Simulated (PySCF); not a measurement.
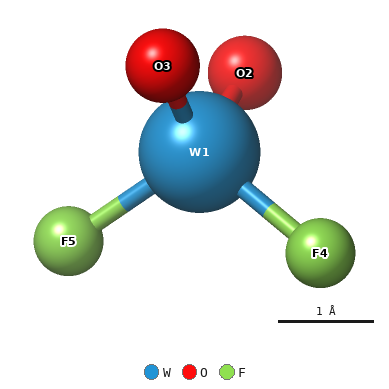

**Figure 1.** The input geometry of run A (ball-and-stick view, seen at a tilt; atoms are numbered from 1 in the order of the input). Sticks mark near contacts. Bond lengths as drawn: F–W 1.74 Å and O–W 1.51 Å.

# Two runs on WO₂F₂

System: WO₂F₂ (W(O)2(F)2).
Method of run A: RKS TPSS, W def2-SVP with ECP60, O def2-SVP, F def2-SVP; non-relativistic Hamiltonian with a scalar-relativistic core potential; density fitting (PySCF 2.14.0).

Text and figures count atoms from 1; the logs count them from 0 in places.

**Input, run A**
```python
mol = gto.M(atom='''
W      0.00000     0.00000     0.00000
O      0.87160     0.87160     0.87160
O     -0.87160    -0.87160     0.87160
F      1.00300    -1.00300    -1.00300
F     -1.00300     1.00300    -1.00300''',
    basis={'W': 'def2-SVP', 'O': 'def2-SVP', 'F': 'def2-SVP'},
    ecp={'W': 'def2-SVP'},
    charge=0, spin=0)
mf = dft.RKS(mol, xc='TPSS')
mf.grids.atom_grid = (50, 194)  # f atoms: at least (60, 302), unpruned
mf = mf.density_fit()  # W def2-universal-JKFIT, O def2-universal-JKFIT, F def2-universal-JKFIT
mf.conv_tol = 1e-08; mf.max_cycle = 55
mf.kernel(dm0)
```

The script is an equivalent of the set-up of the self-consistent field. The run itself was carried out by a driver, which started from the orbitals of the step before it where there was one and computed the further properties.

Command:
```bash
OMP_NUM_THREADS=2 python <driver script>
```

Hardware: 2 threads of Arm Neoverse V1, 24 GiB of memory available, shared host.

**Output (run A)**
```
init E= -427.68487754254
  HOMO = -0.249314849833043  LUMO = -0.0107550087576413  gap/eV = 6.49154
cycle= 1 E= -416.566098332527  delta_E= 11.1  |g|= 1.74  |ddm|= 3.67
  HOMO = -0.208692213755697  LUMO = -0.0746135336482101  gap/eV = 3.64847
cycle= 2 E= -415.702227884058  delta_E= 0.864  |g|= 2.75  |ddm|=  2.8
  HOMO = -0.33784410899605  LUMO = -0.0494006951286565  gap/eV = 7.84895
cycle= 3 E= -416.966381215901  delta_E= -1.26  |g|= 0.692  |ddm|= 1.91
  HOMO = -0.279589193324831  LUMO = -0.0622719013640918  gap/eV = 5.91350
cycle= 4 E= -417.025199323126  delta_E= -0.0588  |g|= 0.381  |ddm|= 0.717
  HOMO = -0.291908448043557  LUMO = -0.0457805702727438  gap/eV = 6.69748
cycle= 5 E= -417.052077528411  delta_E= -0.0269  |g|= 0.0375  |ddm|= 0.311
  HOMO = -0.296117046931705  LUMO = -0.0517818931961373  gap/eV = 6.64870
cycle= 6 E= -417.052368279699  delta_E= -0.000291  |g|= 0.0107  |ddm|= 0.0517
  HOMO = -0.29456791989028  LUMO = -0.0506977290841982  gap/eV = 6.63605
cycle= 7 E= -417.052392198823  delta_E= -2.39e-05  |g|= 0.00164  |ddm|= 0.011
  HOMO = -0.294677629059866  LUMO = -0.0507246443904218  gap/eV = 6.63830
cycle= 8 E= -417.052392750072  delta_E= -5.51e-07  |g|= 0.000202  |ddm|= 0.0012
  HOMO = -0.294683797248879  LUMO = -0.0507145325747805  gap/eV = 6.63874
cycle= 9 E= -417.052392757787  delta_E= -7.71e-09  |g|= 1.32e-05  |ddm|= 0.000152
  HOMO = -0.29468742517561  LUMO = -0.0507147217317945  gap/eV = 6.63884
Extra cycle  E= -417.05239275759  delta_E= 1.97e-10  |g|= 3.49e-05  |ddm|= 3.25e-05
converged SCF energy = -417.05239275759
```

The input of run B differs as follows (lines with − go, lines with + come):
```diff
-W      0.00000     0.00000     0.00000
-O      0.87160     0.87160     0.87160
-O     -0.87160    -0.87160     0.87160
-F      1.00300    -1.00300    -1.00300
-F     -1.00300     1.00300    -1.00300''',
+W     -0.00000     0.00000     0.01902
+O      0.96683     0.96683     1.05545
+O     -0.96683    -0.96683     1.05545
+F      1.11821    -1.11821    -0.98069
+F     -1.11821     1.11821    -0.98069''',
```

How does run B compare with run A?

With the same method and basis, run B lies 106.6 kcal/mol lower. The HOMO goes from −8.02 to −8.15 eV. The LUMO goes from −1.38 to −3.39 eV. The dipole moment goes from 0.98 to 1.76 D.

**Output (run B)**
```
init E= -427.437606812819
  HOMO = -0.23556349721631  LUMO = -0.0559733277847594  gap/eV = 4.88690
cycle= 1 E= -416.454258687909  delta_E=   11  |g|= 2.16  |ddm|= 3.56
  HOMO = -0.245220197626367  LUMO = -0.101452535393009  gap/eV = 3.91212
cycle= 2 E= -415.392720159308  delta_E= 1.06  |g|= 3.14  |ddm|= 3.18
  HOMO = -0.28049654959613  LUMO = -0.150959727224977  gap/eV = 3.52488
cycle= 3 E= -417.097646054498  delta_E= -1.7  |g|= 0.771  |ddm|= 2.11
  HOMO = -0.343389088909921  LUMO = -0.105668109409424  gap/eV = 6.46872
cycle= 4 E= -417.035758217668  delta_E= 0.0619  |g|= 0.956  |ddm|= 1.18
  HOMO = -0.294539782778589  LUMO = -0.117684721635968  gap/eV = 4.81247
cycle= 5 E= -417.221639603541  delta_E= -0.186  |g|= 0.051  |ddm|= 0.618
  HOMO = -0.302115041024305  LUMO = -0.128361416181734  gap/eV = 4.72808
cycle= 6 E= -417.221906562003  delta_E= -0.000267  |g|= 0.0365  |ddm|= 0.0735
  HOMO = -0.298869517903025  LUMO = -0.124574921306866  gap/eV = 4.74280
cycle= 7 E= -417.222187897377  delta_E= -0.000281  |g|= 0.00791  |ddm|= 0.0311
  HOMO = -0.299305506674241  LUMO = -0.124663501741235  gap/eV = 4.75225
cycle= 8 E= -417.222200844983  delta_E= -1.29e-05  |g|= 0.00174  |ddm|= 0.00502
  HOMO = -0.299340633729468  LUMO = -0.124606269653527  gap/eV = 4.75476
cycle= 9 E= -417.222201459255  delta_E= -6.14e-07  |g|= 0.000263  |ddm|= 0.0011
  HOMO = -0.299350775453966  LUMO = -0.124600521666763  gap/eV = 4.75520
cycle= 10 E= -417.222201472616  delta_E= -1.34e-08  |g|= 1.81e-05  |ddm|= 0.000165
  HOMO = -0.299351114735252  LUMO = -0.124600119172802  gap/eV = 4.75522
cycle= 11 E= -417.222201472676  delta_E= -5.97e-11  |g|= 3.04e-06  |ddm|= 9.9e-06
  HOMO = -0.299351561131427  LUMO = -0.124599695225095  gap/eV = 4.75524
Extra cycle  E= -417.222201472643  delta_E= 3.25e-11  |g|= 1.32e-05  |ddm|= 1.07e-05
converged SCF energy = -417.222201472643
```

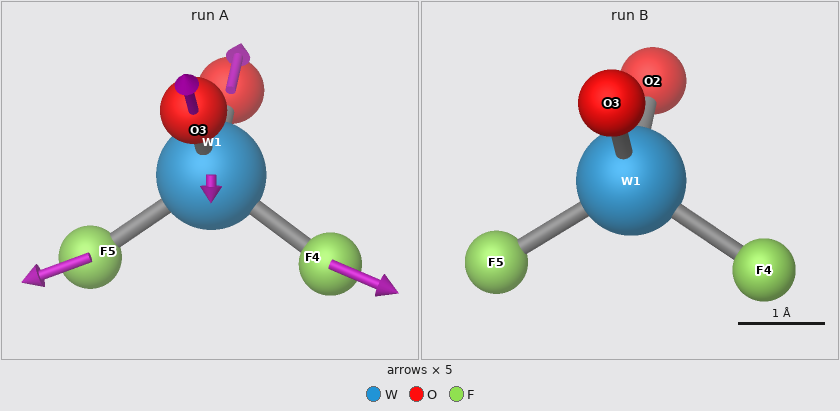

**Figure 2.** The two input geometries at one scale (ball-and-stick view, seen at a tilt). The pink arrows on the first give the shifts of the atoms after the best rigid fit, magnified 5 times. The largest moves after the best rigid fit, 0.18 Å, are those of F4 and F5. By element the largest moves are F 0.18 Å, O 0.17 Å, W 0.07 Å. Among the contacts that change: W1–O2 1.510 → 1.716 Å, W1–F4 1.737 → 1.871 Å.

**The two runs side by side**

```tsv
quantity	run A	run B
outcome	converged	converged
total energy (hartree)	−417.052393	−417.222201
HOMO (eV)	−8.02	−8.15
LUMO (eV)	−1.38	−3.39
dipole moment (D)	0.98	1.76
basis functions	88	88
wall time (shared host)	2.9 s	2.5 s
```
